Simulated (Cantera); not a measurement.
Feed: 1 mol BN, 2.5 mol HCl, equilibrated at 750 Torr.

Equilibrium computed with Cantera from the NASA thermochemical tables; the gas is ideal and each condensed phase is pure. Candidate condensed phases: B, BN, NH4Cl; 21 gas species. The tables' values for BCl2, BCl are old estimates; treat these amounts as uncertain. Gases not in the tables: BHCl2. The numbers say what is thermodynamically allowed, not how fast it happens.

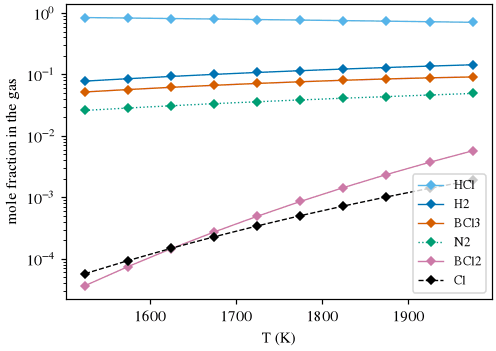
*Equilibrium gas composition (values under 1e-9 drawn at 1e-9)*

From 1525 K to 1975 K the condensed part is BN(s). The main B-bearing gas is BCl3 throughout. The share of B in condensed phases is highest at 1525 K (87.0 %) and lowest at 1975 K (75.3 %).
